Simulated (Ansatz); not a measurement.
CdSe: Se → S

Consider CdSe in the zinc blende structure (space group F-43m, No. 216; a = 6.196 Å).

Now apply this change: S takes the place of Se on all its sites, then cell and atoms are relaxed.

All numbers come from plane-wave PAW DFT at the PBE level (Ansatz, an electronic-structure program, 420 eV), no spin-orbit coupling. Γ-centred 10×10×10 mesh, Fermi–Dirac width 0.05 eV, for the changed cell.

```tsv
quantity	base	changed	shift
volume per atom	29.74 Å³	26.03 Å³	-3.71 Å³
density	5.34 g/cm³	4.61 g/cm³	-0.73 g/cm³
lattice parameter a	6.196 Å	5.927 Å	-0.269 Å
shortest interatomic distance	2.683 Å	2.566 Å	-0.117 Å
band gap	0.49 eV	1.04 eV	+0.55 eV
gap character	direct at Γ	direct at Γ	–
width of the top valence band	1.98 eV	2.02 eV	+0.04 eV
electron mass	0.052 mₑ (at Γ)	0.12 mₑ (at Γ)	–
hole mass (degenerate bands, along [100])	0.054, 0.73, 0.73 mₑ (at Γ)	0.13, 0.83, 0.83 mₑ (at Γ)	–
```

Final structure:

```
CdS
1.0
    0.00000     2.96347     2.96347
    2.96347     0.00000     2.96347
    2.96347     2.96347     0.00000
S Cd
1 1
Direct
  0.75000   0.75000   0.75000
  0.00000   0.00000   0.00000
```

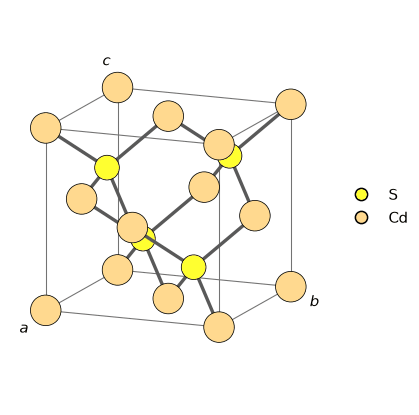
Fig. 1. The relaxed conventional cell after the change

Cost of the whole job for the changed cell (relaxation, final SCF and bands): very roughly 28 core-seconds.

Masses are band curvatures over ±0.01 Å⁻¹ around the edge. No phonon test of stability was made.
